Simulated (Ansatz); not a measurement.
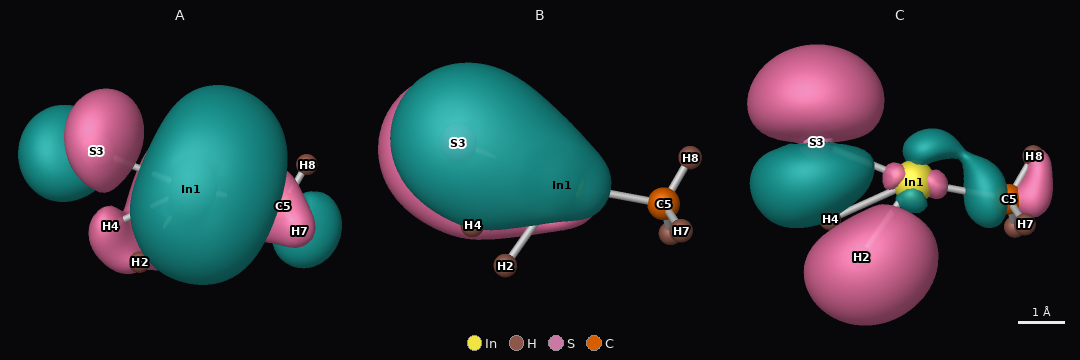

The picture shows: CH$_{5}$InS. Three frontier orbitals at ±0.06 Å⁻³ᐟ² (teal and pink are the two phases), in no order.

A transition-state structure; geometry: PBE0-D4/def2-TZVP; core potentials replace the inner electrons of In.

The calculation used RKS PBE0-D4/def2-TZVPP in Ansatz.

```xyz
8

In   -0.0785   -0.5541   -0.3771
H    -0.5042    0.6945   -1.9330
S    -0.4795   -1.9857   -2.1284
H    -0.5772   -0.2834   -2.3305
C     0.3564    0.4063    1.4625
H    -0.5344    0.9361    1.7994
H     1.1646    1.1193    1.3017
H     0.6526   -0.3329    2.2053
```

**Order the three orbitals by energy and name them.**

B is the HOMO−1 (−6.75 eV). By Hirshfeld shares it lies mainly on S3 (about 80 %) and In1 (about 15 %); largely a lone pair of S3. C is the HOMO (−6.20 eV). By Hirshfeld shares it lies mainly on S3 (about 55 %), H2 (about 20 %), In1 (about 10 %) and H4 (about 5 %). A is the LUMO (−1.40 eV). Its weight (Hirshfeld) is mainly on In1 (about 65 %), S3 (about 15 %) and C5 (about 10 %).

**What is the HOMO–LUMO gap?**

4.80 eV between the orbital energies.
